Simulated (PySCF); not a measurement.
# One shape, several levels: AlHCl2 (SMILES [H][Al]([Cl])[Cl])

Wanted: a comparison of 6 runs (B3LYP/STO-3G, M06-2X/STO-3G, SVWN5/STO-3G, wB97X-V/STO-3G, CCSDT(Q)/STO-3G, CCSDTQ/STO-3G) of AlHCl2. Input form: a Python script.

The results are computed with PySCF 2.14.0.

5 further runs of the same task are left out: 2 that didn't finish, 3 set aside as unsound or not needed.

**1. The system as given**

The species is AlHCl2 (4 atoms), meant as a singlet with charge 0. As SMILES, `[H][Al]([Cl])[Cl]`. Geometry: a GFN2-xTB relaxation, a rough one for these elements and not checked as a minimum.

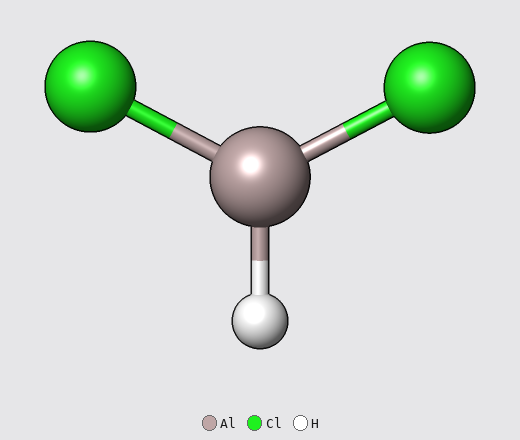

Viewed from a chosen angle; aluminium light grey, chlorine green, hydrogen white.

**2. A single-point energy at B3LYP/STO-3G (run 1)**

File job.py:

```python
# AlCl2H
from pyscf import gto, dft

mol = gto.Mole()
mol.atom = '''
Al    -0.090234    -0.152425    -0.000794
Cl     3.726256    -0.345064     0.026985
Cl    -2.070535     3.117840    -0.029914
H     -1.565468    -2.620351     0.003742
'''
mol.verbose = 3
mol.basis = 'sto-3g'
mol.unit = 'bohr'
mol.spin = 0
mol.max_memory = 1860
mol.charge = 0
mol.build()

mf = dft.RKS(mol)
mf.xc = 'b3lyp'
mf.conv_tol = 1e-10
mf.grids.level = 5
mf.kernel()
if not mf.converged:
    mf = mf.newton().run(mf.mo_coeff, mf.mo_occ)

energy = mf.e_tot
print('E = %.10f Eh' % energy)
```

Command:

```
OMP_NUM_THREADS=1 python job.py
```

Output:

```text
converged SCF energy = -1150.6333637081
E = -1150.6333637081 Eh
```

Run time: 3.6 s. Hardware: 1 thread of Arm Neoverse V1, shared host; peak memory 0.23 GiB.

**3. A single-point energy at M06-2X/STO-3G (run 2)**

File run.py:

```python
from pyscf import gto, dft

system = gto.M(
    atom='''
Al    -0.047750    -0.080660    -0.000420
Cl     1.971850    -0.182600     0.014280
Cl    -1.095680     1.649890    -0.015830
H     -0.828410    -1.386630     0.001980
''',
    basis='sto-3g',
    max_memory=1860,
    verbose=4,
    spin=0,
)

mf = dft.RKS(system)
mf.xc = 'm06-2x'
mf.grids.level = 5
mf.conv_tol = 1e-10
mf.kernel()
if not mf.converged:
    mf = mf.newton().run(mf.mo_coeff, mf.mo_occ)

e_final = mf.e_tot
print(f'total energy: {e_final:.8f} hartree')
```

Command:

```
OMP_NUM_THREADS=1 python run.py
```

Output:

```text
PySCF version 2.14.0

[... 69 lines left out ...]
converged SCF energy = -1150.69288994653
total energy: -1150.69288995 hartree
```

Run time: 4.8 s. Hardware: 1 thread of Arm Neoverse V1, shared host; peak memory 0.24 GiB.

Run 3 isn't shown in full; the table further down has it.

**4. The energy at wB97X-V/STO-3G (run 4)**

File run.py:

```python
from pyscf import gto, dft

system = gto.M(
    atom='''
Al    -0.047750    -0.080660    -0.000420
Cl     1.971850    -0.182600     0.014280
Cl    -1.095680     1.649890    -0.015830
H     -0.828410    -1.386630     0.001980
''',
    verbose=3,
    max_memory=1860,
    charge=0,
    basis='sto-3g',
)

myscf = dft.RKS(system, xc='wb97x-v')
myscf.conv_tol = 1e-10
myscf.grids.level = 5
myscf.nlcgrids.level = 1
myscf.kernel()
if not myscf.converged:
    myscf = myscf.newton().run(myscf.mo_coeff, myscf.mo_occ)

e_final = myscf.e_tot
print('E = %.10f Eh' % e_final)
```

Command:

```
OMP_NUM_THREADS=1 python run.py
```

Output:

```text
converged SCF energy = -1150.5112049676
E = -1150.5112049676 Eh
```

Run time: 18 s. Hardware: 1 thread of Arm Neoverse V1, shared host; peak memory 0.23 GiB.

Run 5 isn't shown in full; the table further down has it.

**5. A single-point energy at CCSDTQ/STO-3G (run 6)**

File calc.py:

```python
from pyscf import gto, cc

molecule = gto.Mole()
molecule.atom = '''
Al    -0.090234    -0.152425    -0.000794
Cl     3.726256    -0.345064     0.026985
Cl    -2.070535     3.117840    -0.029914
H     -1.565468    -2.620351     0.003742
'''
molecule.unit = 'bohr'
molecule.basis = 'sto-3g'
molecule.verbose = 4
molecule.max_memory = 1860
molecule.spin = 0
molecule.build()

myscf = molecule.RHF()
myscf.conv_tol = 1e-10
myscf.kernel()
if not myscf.converged:
    myscf = myscf.newton().run(myscf.mo_coeff, myscf.mo_occ)

mycc = cc.CCSDTQ(myscf, frozen=15)
mycc.kernel()
e_tot = mycc.e_tot
print(f'total energy: {e_tot:.8f} hartree')
```

Command:

```
OMP_NUM_THREADS=1 python calc.py
```

Output:

```text
PySCF version 2.14.0

[... 54 lines left out ...]
converged SCF energy = -1148.93350287953
[... 22 lines left out ...]
Init t2, MP2 energy = -1148.965059206118  E_corr(MP2) -0.031556326583
[... 13 lines left out ...]
RCCSDTQ converged
[... 3 lines left out ...]
total energy: -1148.97646440 hartree
```

Wall time 14 s (1 thread of Arm Neoverse V1, shared host); peak memory 0.14 GiB.

**6. The series**

```csv
run,level,nlc grid,integration grid,energy (Eh),dipole moment (D) of the reference,HOMO energy (eV),LUMO energy (eV),wall time
1,B3LYP/STO-3G,–,5,-1150.633364,1.74,-6.65,2.54,3.6 s
2,M06-2X/STO-3G,–,5,-1150.692890,1.85,-8.24,3.71,4.8 s
3,SVWN5/STO-3G,–,5,-1146.495444,1.73,-5.41,1.60,2.1 s
4,wB97X-V/STO-3G,1,5,-1150.511205,1.90,-9.38,5.17,18 s
5,CCSDT(Q)/STO-3G,–,–,-1148.976472,2.05,-10.33,7.08,2.9 s
6,CCSDTQ/STO-3G,–,–,-1148.976464,2.05,-10.33,7.08,14 s
```

**7. What came out**

```
                                           quantity           value
                                run 6: total energy  -1148.97646 Eh
        run 6: dipole moment (Hartree–Fock density)          2.05 D
         run 6: HOMO energy (Hartree–Fock orbitals)       -10.33 eV
         run 6: LUMO energy (Hartree–Fock orbitals)         7.08 eV
       run 6: HOMO–LUMO gap (Hartree–Fock orbitals)        17.41 eV
run 6: correlation energy (15 core orbitals frozen)       -43.0 mEh
                               run 6: T1 diagnostic           0.007
```

**Reading.** Over runs 1, 2, 3, 4 the dipole moment (its size) runs from 1.73 D (SVWN5/STO-3G) to 1.90 D (wB97X-V/STO-3G). Over runs 1, 2, 3, 4 the HOMO–LUMO gap runs from 7.00 eV (SVWN5/STO-3G) to 14.55 eV (wB97X-V/STO-3G). Totals of different functionals can't be ranked against each other. In runs 1, 2, 3, 4, 5, 6 the basis is minimal, so the values are rough. All runs together took 46 s, the longest 18 s.
